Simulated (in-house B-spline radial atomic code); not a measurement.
The Tb³⁺ ion in the configuration [Xe] 4f8 (high spin). All runs are scalar-relativistic, spin-polarised and spherical, computed with an in-house B-spline radial code (spin-free X2C). Hartree-Fock is the average over the configuration. Wanted, and plotted below: the mean radius (bohr) of the 4f down orbital by 5 methods.

The most compact is Hartree-Fock (0.8349) and the most diffuse r2SCAN (0.8546), a spread of 2.3 %. In order (bohr): Hartree-Fock (0.8349), BLYP (0.8518), SCAN (0.8536), exchange-only LDA (0.8541), r2SCAN (0.8546).

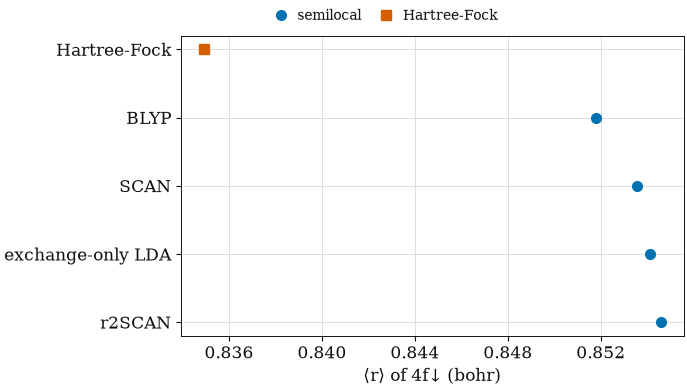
